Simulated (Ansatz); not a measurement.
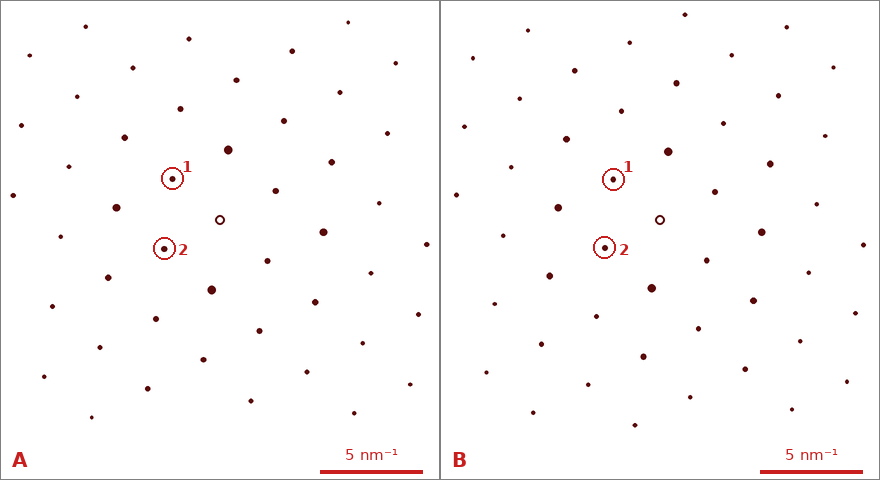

Kinematic electron diffraction patterns (200 kV, B = 0.5 Å², same scale) along [101] of the run's own cell, for the start and the end of one relaxation of CsPtS2 with DFT, PAW plane waves, r2scan in Ansatz 0.2.0. k mesh 7×7×7. The start is a generated model structure, and the relaxation ends in the nearest stationary point of its symmetry, not necessarily the ground state. Spot 1 is 0 -1 0 and spot 2 is 1 0 -1 in both.

Start structure:

```
CELL_PARAMETERS angstrom
1.97151 3.41475 0.00000
-1.97151 3.41475 0.00000
-1.97151 1.13825 7.67450
ATOMIC_POSITIONS crystal
Cs 0.00000 0.00000 0.00000
Pt 0.50000 0.00000 0.50000
S 0.23360 0.53280 0.70080
S 0.76640 0.46720 0.29920
```

### Which pattern belongs to the start structure, and which to the relaxed one?

B is the start: its cell gives d(1) = 3.274 Å, d(2) = 3.274 Å and an angle of 67.7°. A is the relaxed structure, with d(1) = 3.218 Å (-1.7 %), d(2) = 3.218 Å (-1.7 %) and 68.2°.

### Name reflections whose intensity changes strongly on relaxation.

2 3 -2 goes from 5.2 to 12 % of the strongest spot; 2 1 -2 goes from 10 to 20 % of the strongest spot.

### What did the relaxation do to the structure and the energy?

The volume changed by -7.1 % to 23.99 Å³ an atom; with the mean shift removed, the atoms moved by up to 0.39 Å relative to the cell (S most); the space group stayed R-3m (No. 166); the free energy fell by 400 meV an atom. Relaxed cell: a = 3.886 Å, b = 3.886 Å, c = 7.674 Å, α = 75.33°, β = 90.00°, γ = 60.00°.
